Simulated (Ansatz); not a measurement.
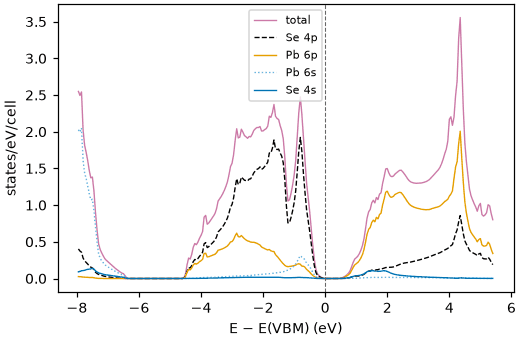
Total and projected density of states of PbSe (rock salt, Fm-3m), PBE (plane waves, PAW; program Ansatz)

**Question.** Which orbitals carry the states next to the gap?

**Answer.** Top 1 eV of the valence band: Se 4p 74 %, Pb 6s 14 %, Pb 6p 9 %. Bottom 1 eV of the conduction band: Pb 6p 72 %, Se 4s 12 %, Se 4p 11 %. Projections are on Löwdin-orthogonalised atomic valence shells; empty p or d shells of many metals are not among them.

Symmetry was held in the PBE relaxation. Spin–orbit coupling is left out wherever it is not named.

Potentials: the later of the program's two PAW sets.
